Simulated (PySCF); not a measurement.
# CAM-B3LYP/def2-TZVPPD run of AlH (SMILES [AlH])

What is the energy change on altering one bond length of AlH at CAM-B3LYP/def2-TZVPPD? Input form: a Python script.

The results are computed with PySCF 2.14.0.

3 further runs of the same task are left out: 3 set aside as unsound or not needed.

## (1) The molecule

AlH has 2 atoms, charge 0, and is taken as a singlet. SMILES: `[AlH]`. Geometry: relaxed at PBE0-D4/def2-TZVP.

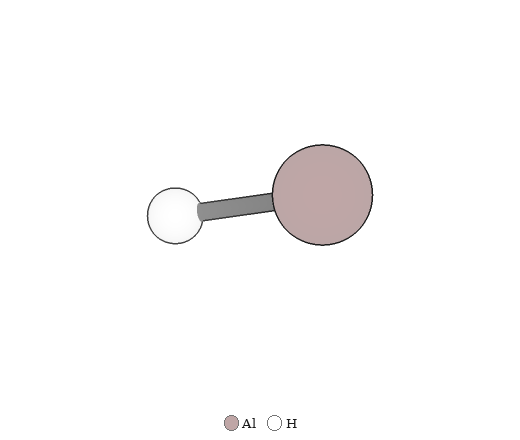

Viewed from a chosen angle; aluminium light grey, hydrogen white.

## (2) The energy at CAM-B3LYP/def2-TZVPPD

Contents of run.py:

```python
# AlH
from pyscf import gto, dft

molecule = gto.M(
    atom='''
Al     0.000000     0.000000    -0.048453
H      0.000000     0.000000     3.097469
''',
    unit='bohr',
    spin=0,
    max_memory=1860,
    basis='def2-tzvppd',
    verbose=3,
)

mf = dft.RKS(molecule, xc='cam-b3lyp')
mf.grids.level = 5
mf.conv_tol = 1e-10
mf.kernel()
if not mf.converged:
    mf = mf.newton().run(mf.mo_coeff, mf.mo_occ)

e_tot = mf.e_tot
print('E = %.10f Eh' % e_tot)
```

Run with:

```
$ OMP_NUM_THREADS=1 python run.py
```

Output:

```text
converged SCF energy = -242.983095641183
E = -242.9830956412 Eh
```

It took 3.3 s on 1 thread of Arm Neoverse V2, shared host; peak memory 0.3 GiB.

## (3) The distorted shape, same level

Contents of job.py:

```python
from pyscf import gto, dft

system = gto.Mole()
system.atom = [
    ('Al', (-0.000000, 0.000000, -0.857990)),
    ('H', (0.000000, -0.000000, 1.639110)),
]
system.verbose = 3
system.max_memory = 1860
system.spin = 0
system.basis = 'def2-tzvppd'
system.charge = 0
system.build()

mf = dft.RKS(system, xc='cam-b3lyp')
mf.conv_tol = 1e-10
mf.grids.level = 5
mf.kernel()
if not mf.converged:
    mf = mf.newton().run(mf.mo_coeff, mf.mo_occ)

energy = mf.e_tot
print('E = %.10f Eh' % energy)
```

Run with:

```
$ OMP_NUM_THREADS=1 python job.py
```

Output:

```text
converged SCF energy = -242.931557422562
E = -242.9315574226 Eh
```

Run time: 3.3 s. Hardware: 1 thread of Arm Neoverse V2, shared host; peak memory 0.3 GiB.

## (4) Results

At CAM-B3LYP/def2-TZVPPD:

| quantity | value |
| --- | --- |
| first shape: total energy | -242.98310 Eh |
| first shape: dipole moment | 0.21 D |
| first shape: HOMO energy | -7.03 eV |
| first shape: LUMO energy | -0.80 eV |
| first shape: HOMO–LUMO gap | 6.23 eV |
| distorted shape: total energy | -242.93156 Eh |
| distorted shape: dipole moment | 3.81 D |
| distorted shape: HOMO energy | -6.74 eV |
| distorted shape: LUMO energy | -1.30 eV |
| distorted shape: HOMO–LUMO gap | 5.44 eV |
| energy change with the Al1–H2 bond stretched from 1.665 to 2.497 Å | 1.402 eV |

**Reading.** With the Al1–H2 bond stretched from 1.665 to 2.497 Å the energy rises by 1.40 eV (135 kJ/mol). The first shape isn't relaxed at this level, so the change isn't measured from a minimum.
